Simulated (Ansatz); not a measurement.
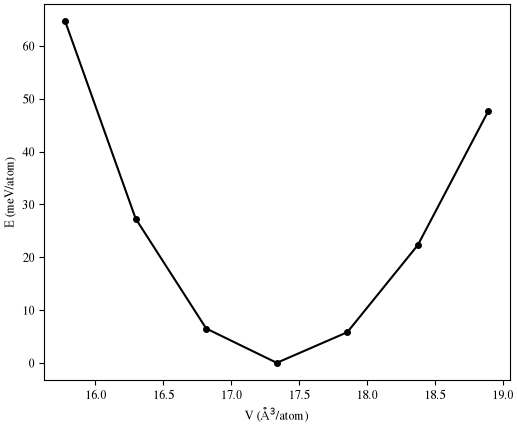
Ti3Sn in space group Cmcm (No. 63; Ti on 4c, Ti on 8g, Sn on 4c) under volume change, PBEsol (plane waves, PAW; program Ansatz), shape and atoms relaxed at each volume.

Problem. What does a third-order Birch–Murnaghan fit give for V₀, B₀ and B′?

Solution. V₀ = 17.34 Å³/atom, B₀ = 126 GPa, B′ = 4.1.

The first step of the workflow began from a Materials Project structure, measured or hypothetical; the Crystallography Open Database copy checked does not list it. Its standing as an ambient phase is unchecked. The cell was relaxed with PBEsol under the symmetry of its start; whether a distortion lowers the energy is not shown. The run is not spin-polarised. Spin–orbit coupling is left out wherever it is not named.

Potentials: the later of the program's two PAW sets.
